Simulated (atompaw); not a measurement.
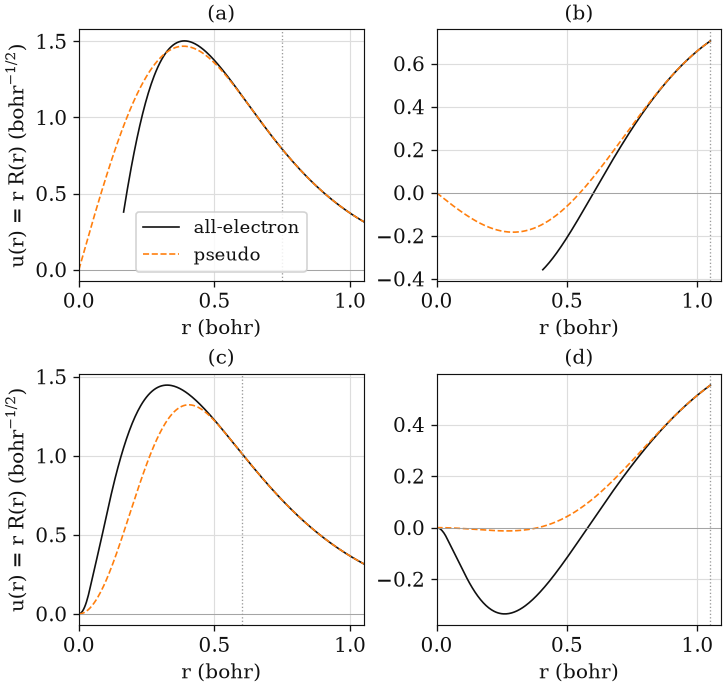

All-electron valence functions (solid) with their pseudo partners (dashed). Dotted lines mark the matching radii. The all-electron curves start outside the innermost oscillations, which aren't drawn.

atompaw 4.2.0.5, LDA (PW92), scalar-relativistic. The levels are (a) -210.79 eV, (b) -17.28 eV, (c) -156.51 eV, (d) -7.11 eV.

Which element and which shells are these?

Answer. Sulfur (S), core [He], valence 2s2 2p6 3s2 3p4 (neutral): (a) 2s, (b) 3s, (c) 2p, (d) 3p.

Are the pseudo-waves norm-conserving?

Answer. No. It is a PAW set: the norm inside the radius is free, and the augmentation charge carries the difference.
